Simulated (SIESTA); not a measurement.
Band structure of Ta2N (P-3m1, 3 atoms in the cell).

```
Ta2N
1.0
    3.10632     0.00000     0.00000
   -1.55316     2.69015     0.00000
    0.00000     0.00000     4.85961
Ta N
2 1
Direct
  0.66667   0.33333   0.74529
  0.33333   0.66667   0.25471
  0.00000   0.00000   0.00000
```

Method of the run: GGA PBE, numerical atomic orbitals DZP, PseudoDojo PBE standard norm-conserving potentials (rewritten from UPF to PSML) (SIESTA).

Settings: XC.functional = GGA; XC.authors = PBE; potentials = PseudoDojo PBE standard; PAO.BasisSize = DZP; PAO.EnergyShift = 0.01 Ry; MeshCutoff = 400 Ry; kgrid.MonkhorstPack = 12 12 7; OccupationFunction = MP; OccupationMPOrder = 0; ElectronicTemperature = 50 meV; MaxSCFIterations = 150; SCF.Mixer.Method = Pulay; SCF.Mixer.Weight = 0.1; SCF.Mixer.History = 8.

The starting cell comes from a database of computed structures (which also holds hypothetical and non-ambient phases and stackings), without a prior relaxation at this level. Its lattice was rescaled by a random factor within 2.5 % of one. Spin-orbit coupling is off. Spin polarisation is off; with an odd number of electrons in the cell that forces a metal, and a magnetic state may lie lower. Values carry the incompleteness of an atom-centred basis.

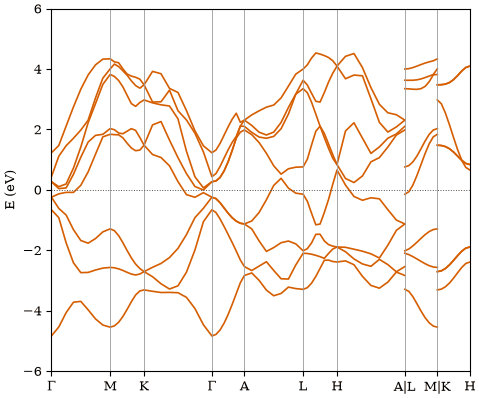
Fig. 1. Bands along the path, energies from the Fermi level.

Levels in eV from the Fermi level, bands 12 to 17:
```json
[
 {"point": "Γ", "12": "-6.08", "13": "-4.84", "14": "-0.66", "15": "-0.24", "16": "-0.24", "17": "0.27"},
 {"point": "M", "12": "-6.41", "13": "-4.55", "14": "-2.57", "15": "-1.29", "16": "1.84", "17": "2.03"},
 {"point": "K", "12": "-6.24", "13": "-3.31", "14": "-2.71", "15": "-2.71", "16": "1.48", "17": "1.48"},
 {"point": "A", "12": "-6.26", "13": "-2.83", "14": "-2.54", "15": "-1.13", "16": "-1.13", "17": "1.98"},
 {"point": "L", "12": "-6.14", "13": "-3.29", "14": "-2.10", "15": "-2.02", "16": "-0.14", "17": "0.76"},
 {"point": "H", "12": "-6.39", "13": "-2.39", "14": "-1.89", "15": "-1.89", "16": "0.66", "17": "0.84"}
]
```

Bands cross the Fermi level along this path, so the cell is metallic at this level.

Higher empty bands are left out: an atom-centred basis made for the valence describes them poorly.
